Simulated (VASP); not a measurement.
# A VASP study of NbAs2 (optB86b-vdW): structure first, properties next, part 3 of 5

Aim: relax NbAs2 with optB86b-vdW, compute its properties on that cell and hold them against experiment. The start is a cell from a database of measured crystal structures.

VASP 6.6.1, plane waves and PAW; the level of theory is named at each step.

So far. Step 3 (Single point with fields (optB86b-vdW)): In this run the pressure is -0.01 GPa, small enough to go on. Step 4 (Bands along the symmetry lines (optB86b-vdW)): There is no gap at this level.

The database entry behind the starting cell differs from later determinations by our own check (b about 0.4 % long), so it need not match the best structure at ambient conditions.

## (5) Density of states (optB86b-vdW)

Level of this step: optB86b-vdW; plane waves and PAW (Nb_sv, As) (VASP).

Here the states are counted by energy and projected on the atoms. The mesh is finer than in the run before.

Contents of INCAR:

```
SYSTEM = NbAs2
PREC = Accurate
ENCUT = 400
EDIFF = 1E-06
NELM = 100
ISMEAR = -5
SIGMA = 0.05
LREAL = .FALSE.
ALGO = Normal
GGA = MK
AGGAC = 0
LUSE_VDW = .TRUE.
PARAM1 = 0.1234
PARAM2 = 1
LASPH = .TRUE.
NBANDS = 39
LORBIT = 11
LWAVE = .FALSE.
LCHARG = .FALSE.
KPAR = 4
NEDOS = 2001
```

Contents of POSCAR:

```
NbAs2
1.0
    0.0000000000     -3.3954269903      0.0000000000
   -4.7113772301      1.6977134952      0.0001648936
   -0.8578096760      1.6977134952     -6.8120314301
Nb As
2 4
Direct
    0.8430244161      0.8816078105      0.8044410217
    0.1569755839      0.1183921895      0.1955589783
    0.5940717459      0.2968785973      0.8912648945
    0.4059282541      0.7031214027      0.1087351055
    0.1412102462      0.7538551822      0.5285653101
    0.8587897538      0.2461448178      0.4714346899
```

Contents of KPOINTS:

```
Automatic mesh
0
Gamma
11 11 11
0 0 0
```

The projector-augmented-wave data sets are Nb_sv and As (PBE family, release 64).

On the command line:

```bash
$ mpirun -np 4 vasp_std
```

Output:

```text
[... set-up lines as in an earlier step ...]
 entering main loop
       N       E                     dE             d eps       ncg     rms          rms(c)
DAV:   1     0.329543127751E+03    0.32954E+03   -0.19344E+04 29092   0.914E+02
DAV:   2    -0.576587222115E+01   -0.33531E+03   -0.31859E+03 36818   0.321E+02
DAV:   3    -0.309160193918E+02   -0.25150E+02   -0.24586E+02 43896   0.688E+01
DAV:   4    -0.331637541207E+02   -0.22477E+01   -0.22247E+01 47694   0.175E+01
DAV:   5    -0.331921497785E+02   -0.28396E-01   -0.28389E-01 39784   0.188E+00    0.115E+01
DAV:   6    -0.316853779493E+02    0.15068E+01   -0.46428E+00 43081   0.137E+01    0.408E+00
DAV:   7    -0.314421337175E+02    0.24324E+00   -0.79242E-01 39536   0.554E+00    0.290E+00
DAV:   8    -0.314110440336E+02    0.31090E-01   -0.12864E-01 39469   0.218E+00    0.649E-01
DAV:   9    -0.314125968257E+02   -0.15528E-02   -0.18077E-02 38573   0.614E-01    0.311E-01
DAV:  10    -0.314127906407E+02   -0.19382E-03   -0.22025E-03 40107   0.289E-01    0.777E-02
DAV:  11    -0.314128248366E+02   -0.34196E-04   -0.29369E-04 38247   0.915E-02    0.308E-02
DAV:  12    -0.314128288253E+02   -0.39887E-05   -0.27283E-05 37413   0.292E-02    0.711E-03
DAV:  13    -0.314128280877E+02    0.73754E-06   -0.34145E-06 30522   0.112E-02
   1 F= -.31412828E+02 E0= -.31412828E+02  d E =0.000000E+00
 -----------------------------------------------------------------------------
|                                                                             |
|           W    W    AA    RRRRR   N    N  II  N    N   GGGG   !!!           |
|           W    W   A  A   R    R  NN   N  II  NN   N  G    G  !!!           |
|           W    W  A    A  R    R  N N  N  II  N N  N  G       !!!           |
|           W WW W  AAAAAA  RRRRR   N  N N  II  N  N N  G  GGG   !            |
|           WW  WW  A    A  R   R   N   NN  II  N   NN  G    G                |
|           W    W  A    A  R    R  N    N  II  N    N   GGGG   !!!           |
|                                                                             |
|     Tetrahedron method does not include variations of the Fermi             |
|     occupations, so forces and stress will be inaccurate. We suggest        |
|     using a different smearing scheme ISMEAR = 1 or 2 for metals in         |
|     relaxations.                                                            |
|                                                                             |
 -----------------------------------------------------------------------------
```

Wall time 2.6 min (4 MPI ranks of AMD EPYC 9R45, shared host); peak memory 4.2 GiB; 11 min of CPU time.

OUTCAR, selected parts (step 5):

```text
   k-points           NKPTS =    366   k-points in BZ     NKDIM =    366   number of bands    NBANDS=     39

   NELECT =      46.0000    total number of electrons

 E-fermi :   8.0435

 k-point     1 :       0.0000    0.0000    0.0000
  band No.  band energies     occupation
    ...
     19       6.3452      2.00000
     20       6.3524      2.00000
     21       6.9748      2.00000
     22       7.2280      2.00000
     23       7.8560      2.00000
     24       8.8742      0.00000
     25       9.2789      0.00000
     26      10.0402      0.00000
     27      10.8781      0.00000
     28      10.9318      0.00000
    ...

Total vdW correction in eV:      5.8309103

  Total       -0.0794466      0.0213229      0.0397132      0.0000000     -0.0000000     -0.0168112
  in kB       -1.1680604      0.3134990      0.5838816      0.0000000     -0.0000000     -0.2471656
  external PRESSURE =      -0.0902266 kB  Pullay stress =       0.0000000 kB

 POSITION                                       TOTAL-FORCE (eV/Angst)
 -----------------------------------------------------------------------------------
     -4.84364      0.00000     -5.47973        -0.008026      0.000000     -0.014524
     -0.72554      0.00000     -1.33213         0.008026     -0.000000      0.014524
     -2.16324      0.00000     -6.07128         0.001702     -0.000000      0.006542
     -3.40594      0.00000     -0.74059        -0.001702      0.000000     -0.006542
     -4.00510      1.69771     -3.60048         0.013251     -0.000000     -0.004018
     -1.56408     -1.69771     -3.21139        -0.013251      0.000000      0.004018
 -----------------------------------------------------------------------------------
    total drift:                               -0.000000      0.000000     -0.000000

  FREE ENERGIE OF THE ION-ELECTRON SYSTEM (eV)
  ---------------------------------------------------
  free  energy   TOTEN  =       -31.4128280877 eV

  energy  without entropy=      -31.4128280877  energy(sigma->0) =      -31.41282809

Total vdW correction in eV:      5.8309321

[... 6 parts as in an earlier step ...]

[... 10 further parts left out ...]
```

With tetrahedra the forces and stress of a metal are not exact derivatives of the energy.

This step gave:

```yaml
irreducible_k_points: 366
fermi_energy: 8.043 eV
pressure: -0.009023 GPa
dos_at_the_fermi_level: 0.3726 states/eV/cell
```

The density of states has structure finer than the step of the table below, so its rows give means over 1 eV, whole bins alone (the curve runs from -12.0 to 3.44 eV). Peaks (eV: height): total -2.0: 8.34, -1.6: 7.14, -1.0: 5.69, 3.3: 5.85; Nb d -2.0: 2.40, 0.9: 2.06, 2.0: 2.74, 3.3: 2.84; As p -5.3: 1.27, -2.0: 2.08, -1.6: 1.75, -1.0: 1.43; As s -11.5: 1.85, -10.9: 1.62, -10.0: 2.28, -8.6: 0.752; As d -2.0: 0.0925, 1.4: 0.0978, 2.0: 0.119, 3.3: 0.126.

States under -12.0 eV and over 3.4 eV are left out. Density of states against energy, zero at the Fermi level; means over each step; values in states/eV/cell:

```csv
energy (eV),total,Nb d,As p,As s,As d,Nb p,Nb s
-11,2.03,0.0422,0.0381,1.14,0.00279,0.0311,0.0137
-10,2.52,0.0839,0.0506,1.49,0.00378,0.0208,0.00876
-9,0.851,0.0282,0.0231,0.517,0.00245,0.00732,0.00322
-8,0.00321,1.2e-4,4.0e-5,0.00206,0,2.6e-5,1.4e-5
-7,0,0,0,0,0,0,0
-6,0.585,0.0474,0.171,0.00558,0.00143,0.00398,0.0214
-5,3.27,0.306,0.958,0.0741,0.0128,0.0362,0.0849
-4,2.82,0.325,0.816,0.0954,0.0181,0.0380,0.0588
-3,3.82,0.711,1.06,0.0988,0.0352,0.0513,0.0637
-2,6.29,1.72,1.57,0.0673,0.0735,0.112,0.0366
-1,4.62,1.47,1.15,0.0321,0.0662,0.0722,0.0139
0,1.01,0.434,0.202,0.0124,0.0176,0.00800,0.00147
1,3.43,1.69,0.407,0.131,0.0772,0.0226,0.0123
2,4.34,2.14,0.564,0.253,0.0898,0.0301,0.0197
```

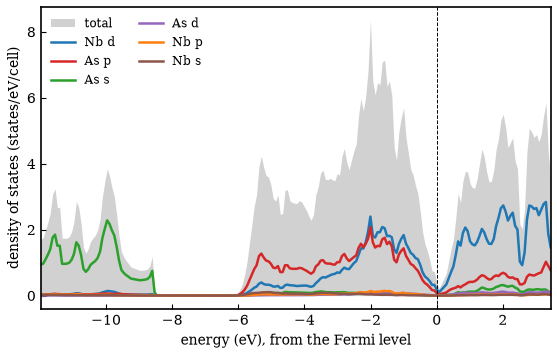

Density of states, plotted against energy.

The finer mesh and the other smearing move the Fermi level by +0.03 eV from the 7×7×7 run, a small shift, which tests the Fermi level alone. Of the states within 0.3 eV of the Fermi level, the largest shares in the PAW spheres are Nb d 44 % and As p 20 %. The rest lies in smaller channels or between the spheres.

(Part 3 of 5 ends here.)

[Lines on the potential files, build, host, timing and source positions are cut from VASP's logs without a mark.]

[Logs are printed without paths, hosts, clocks, repeated set-up lines and the standing remarks that a program may print on its own settings, such as how far it seeks lower states.]

[Hosts, paths, dates, database ids (printed as entryN), source tags and the programs' standing remarks are cut or masked in the printed files.]

[A measured line is paired with the nearest computed mode of its activity, which favours agreement.]
